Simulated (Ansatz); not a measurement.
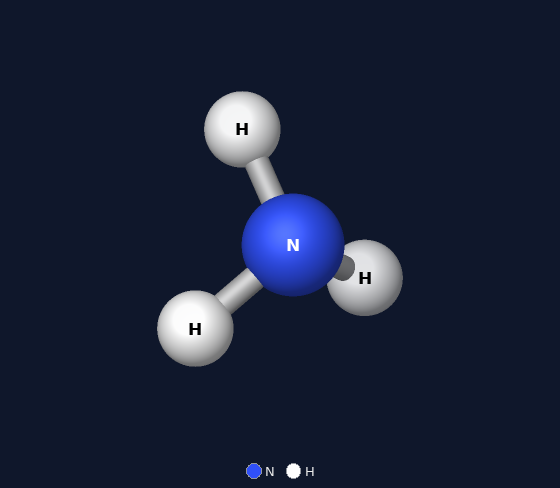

Ball-and-stick drawing of a structure. Every bond is drawn as one stick, whatever its order.

Give the formula.

NH3, 4 atoms: 1 nitrogen and 3 hydrogen.

How many bonds of each kind are drawn?

3 N–H. Sticks follow a distance rule.

Give the symmetry (Schoenflies symbol).

C3v.

More results for the same structure follow; atom numbers are the same in all pictures, views and colours differ. Computed geometry: PBE0-D4/def2-TZVP optimisation.

Geometry

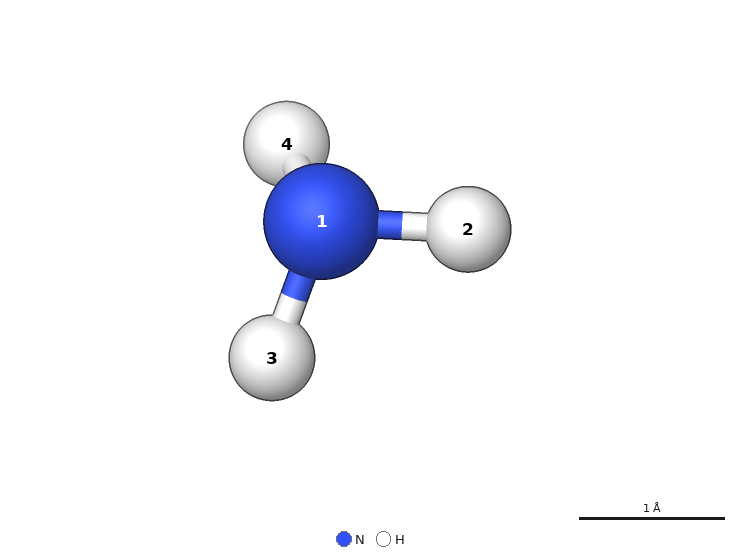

The atoms are numbered.

List the bonds and their lengths.

```json
{"bond": "N1–H2", "length (Å)": "1.013"}
{"bond": "N1–H3", "length (Å)": "1.013"}
{"bond": "N1–H4", "length (Å)": "1.013"}
```

Thermal motion

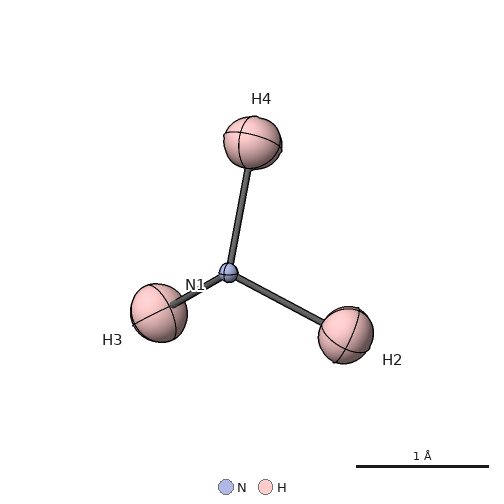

Displacement ellipsoids at the 50 % level, enlarged 2 times, from the internal vibrations of the free molecule (harmonic, no overall translation or rotation; no half-axis is drawn under 0.075 Å). Vibrations computed with RKS PBE0-D4/def2-TZVP (Ansatz 0.2.0). Temperature: 200 K.

List U_eq and the three principal root-mean-square amplitudes for each kind of atom.

```
      atom  U_eq (Å²)   rms amplitudes (Å)
        N1    0.00011  0.008, 0.008, 0.014
H2, H3, H4     0.0051  0.066, 0.073, 0.074
```

Charges

The questions are on Mulliken charges. Level of theory: RKS PBE0-D4/def2-TZVP (Ansatz 0.2.0).

List the Mulliken charges.

```
atom  value (e)
  N1      −0.70
  H2       0.23
  H3       0.23
  H4       0.23
```

Electronic properties

Level of theory: RKS PBE0-D4/def2-TZVPP (Ansatz 0.2.0).

Predict the main results.

- HOMO energy (Kohn–Sham orbital): −7.58 eV
- LUMO energy (Kohn–Sham orbital): 1.03 eV
- HOMO–LUMO gap: 8.62 eV

Mulliken values depend strongly on the basis set and can even reverse the polarity of a bond.
